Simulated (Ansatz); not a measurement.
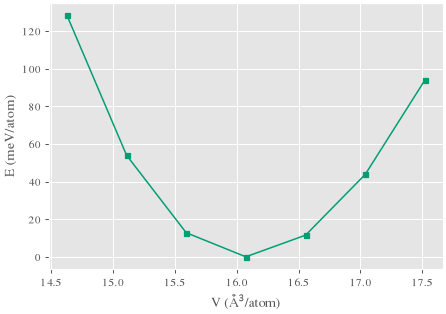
Fig. 1. MoW in space group Cmcm (No. 63; W on 4c, Mo on 4c) under volume change, the program Ansatz at the r²SCAN level (PAW), shape and atoms relaxed at each volume.

### Question
What does a third-order Birch–Murnaghan fit give for V₀, B₀ and B′?

### Answer
V₀ = 16.07 Å³/atom, B₀ = 268 GPa, B′ = 4.2.

The start of the workflow was typed in or built on a structure type; neither database checked (COD, Materials Project) lists it. Its standing as an ambient phase is unchecked. The r²SCAN relaxation kept the symmetry of its start; its stability against distortions is not shown here. The run is not spin-polarised. Its formation energy is positive at this level, so the cell may be metastable or incomplete. Spin–orbit coupling is left out wherever it is not named.

Potentials: the later of the program's two PAW sets.
